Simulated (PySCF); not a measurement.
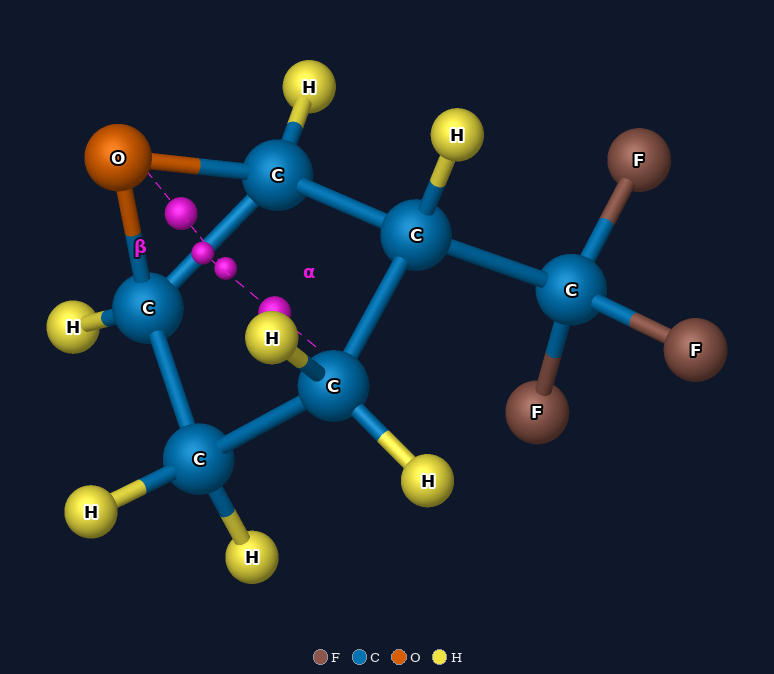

The small points mark where nucleus-independent chemical shifts (NICS) were computed: at the centre of each lettered ring and 1 Å above and below it. The geometry was computed by an optimisation with GFN2-xTB. No frequency run is at hand to confirm it as a minimum. Properties computed with GIAO PBE0/pcSseg-1 NMR shielding, non-relativistic, gas phase (PySCF 2.14.0).

Give NICS(0), NICS(1) and the out-of-plane component NICS(1)zz for each ring (means of the two sides).

| ring | members | NICS(0) | NICS(1) | NICS(1)zz |
| --- | --- | --- | --- | --- |
| α | C5 | −8.9 | −5.3 | −5.8 |
| β | C2O | −48.6 | −7.6 | −24.8 |

Values in ppm.

Question: What do the values say about the ring currents?

Answer: Ring α: weak, as in a non-aromatic ring. NICS is one index among several.
